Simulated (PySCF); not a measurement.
**Lu2O3: forces at shaken geometries**

Aim: move all atoms of relaxed Lu2O3 at random and read energies and forces. The structure is generated, not taken from experiment.

The runs use PySCF 2.14.0; BP86, Lu lcecp-1-SVP with ECP60, O def2-SVP; scalar-relativistic core potentials, no spin–orbit coupling.

1 further run of the same task is left out (for a known fault of the program).

### Step 1. Where the work starts

5 atoms, charge 0, spin multiplicity 1.

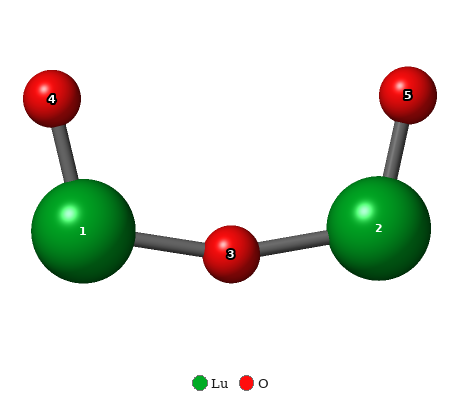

The geometry (lutetium green, oxygen red); atoms are numbered from 1 in the order of the file.

As a file:

```xyz
5

Lu    0.4315    0.3153    2.0082
Lu    0.4315    0.3153   -2.0082
O     0.6989    0.5106    0.0000
O    -1.0159   -0.7422    2.4212
O    -1.0159   -0.7422   -2.4212
```

Formal oxidation states: Lu +3. Each metal's 14 4f electrons lie in its core potential, so multiplicities, spins and levels count the valence alone. An earlier session relaxed this geometry at BP86, Lu lcecp-1-SVP with ECP60, O def2-SVP (singlet, point group C2v).

Its energy there is -305.721061 Eh.

### Step 2. Atoms moved at random, σ = 0.03 Å

Contents of run.py (the lines that set the calculation):

```python
mol = gto.M(atom='''
Lu     0.40964     0.28845     2.01337
Lu     0.41947     0.32490    -2.01644
O      0.66302     0.50121     0.02809
O     -0.99944    -0.77669     2.44193
O     -0.96252    -0.68111    -2.46695''',
    basis={'Lu': 'lcecp-1-SVP', 'O': 'def2-SVP'},
    ecp={'Lu': 'lcecp-1-SVP'},
    charge=0, spin=0)
mf = dft.RKS(mol, xc='B88,P86')
mf.grids.atom_grid = (50, 194)  # f atoms: unpruned, at least (60, 302)
mf = mf.density_fit()  # fitting sets: Lu AutoAux, O def2-universal-JKFIT
mf.conv_tol = 1e-08; mf.max_cycle = 55
mf.kernel(dm0)  # dm0: the density of the relaxed state
```

Launch:

```
$ OMP_NUM_THREADS=2 python run.py
```

### Step 3. Atoms moved at random, σ = 0.03 Å

Contents of run.py (the lines that set the calculation):

```python
mol = gto.M(atom='''
Lu     0.43235     0.30933     1.98446
Lu     0.40704     0.33741    -1.99437
O      0.70634     0.54864     0.02863
O     -0.98808    -0.80014     2.37422
O     -1.02748    -0.73849    -2.39294''',
    basis={'Lu': 'lcecp-1-SVP', 'O': 'def2-SVP'},
    ecp={'Lu': 'lcecp-1-SVP'},
    charge=0, spin=0)
mf = dft.RKS(mol, xc='B88,P86')
mf.grids.atom_grid = (50, 194)  # f atoms: unpruned, at least (60, 302)
mf = mf.density_fit()  # fitting sets: Lu AutoAux, O def2-universal-JKFIT
mf.conv_tol = 1e-08; mf.max_cycle = 55
mf.kernel(dm0)  # dm0: the density of the relaxed state
```

### Step 4. Atoms moved at random, σ = 0.1 Å

Contents of run.py (the lines that set the calculation):

```python
mol = gto.M(atom='''
Lu     0.32269     0.06482     1.94905
Lu     0.47091     0.34999    -1.93810
O      0.67741     0.67904    -0.01175
O     -1.08600    -0.56160     2.34103
O     -0.85484    -0.87550    -2.34022''',
    basis={'Lu': 'lcecp-1-SVP', 'O': 'def2-SVP'},
    ecp={'Lu': 'lcecp-1-SVP'},
    charge=0, spin=0)
mf = dft.RKS(mol, xc='B88,P86')
mf.grids.atom_grid = (50, 194)  # f atoms: unpruned, at least (60, 302)
mf = mf.density_fit()  # fitting sets: Lu AutoAux, O def2-universal-JKFIT
mf.conv_tol = 1e-08; mf.max_cycle = 55
mf.kernel(dm0)  # dm0: the density of the relaxed state
```

Q: Predict the outcome of this session. Wanted: for each run, σ; energy rise; harmonic estimate −½ F·u; largest force component.

The runs gave:

| σ (Å) | energy rise (eV) | harmonic estimate −½ F·u (eV) | largest force component (eV/Å) |
| --- | --- | --- | --- |
| 0.03 | 0.110 | 0.114 | 2.16 |
| 0.03 | 0.023 | 0.023 | 1.06 |
| 0.1 | 1.565 | 1.554 | 13.24 |

Every displacement raises the energy. For a harmonic well the rise equals −½ F·u; the two differ by at most 4 % here (a move with σ = 0.03 Å), from anharmonicity, the grid and the small forces left at the relaxed point. These are double-zeta-type bases without diffuse functions. Spin–orbit coupling is left out.
